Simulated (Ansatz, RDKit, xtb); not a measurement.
# Isomers of C3H5B3N4, a sample narrowed down

Which of a sample of isomers of C3H5B3N4 is the most stable in the gas at 298.15 K, and what are its properties? The sample is small against all isomers, and the most stable one of this formula need not be in it.

Plan: many cheap relaxations first (GFN2-xTB), then density-functional screening, relaxation at r2SCAN-D4/def2-SVP, vibrations (at GFN2-xTB) and a final energy. The numbers are computed, not measured.

## 1. Possible bonding patterns

Isomers were taken from a list of plausible structures; this is a sample, not all of them. That gives 3 candidates.

| label | SMILES | spin |
| --- | --- | --- |
| c555 | C#CN1BNBNB1C#N | singlet |
| c570 | C#CN1BNB(C#N)NB1 | singlet |
| c831 | C#CB1NBNB(C#N)N1 | singlet |

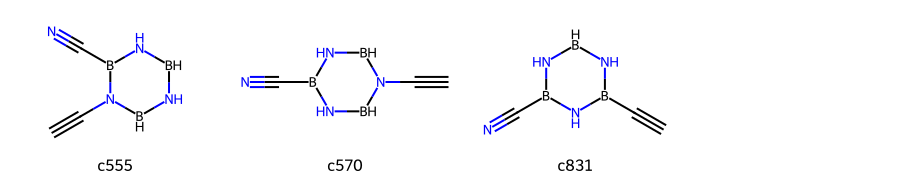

Structural formulas of the candidates.

Candidates are built by distance geometry, with a force field where one applies, in up to four conformers (letters a to d).

**Question.** With final energies at CCSD(T)/def2-SVP + MP2/def2-TZVPP - MP2/def2-SVP, which structure will this search put lowest in free energy, and by what margin?

| quantity | value |
| --- | --- |
| lowest structure found | C#CB1NBNB(C#N)N1, singlet |
| next finalist | C#CN1BNB(C#N)NB1, singlet, 27.3 kcal/mol higher in G |
| share at equilibrium, among the finalists | 100.0 % |

`C#CB1NBNB(C#N)N1` comes out lowest. Among the finalists first place is clear (27.3 kcal/mol); structures outside the list aren't covered. HF/STO-3G, r2SCAN-D4/def2-SVP, r2SCAN-D4/def2-SVP, relaxed, HF/def2-SVP and MP2/def2-SVP already put its bonding pattern lowest among the structures in one piece; GFN2-xTB favours the singlet C#CN1BNB(C#N)NB1. Lowest found is not proven lowest: the search is finite, and each finalist counts with one conformer. Only 3 drawn patterns were tried, so whole families of isomers are missing, and the result ranks this sample alone. The lowest isomer need not be the one that is made and kept in a bottle, which depends on barriers.
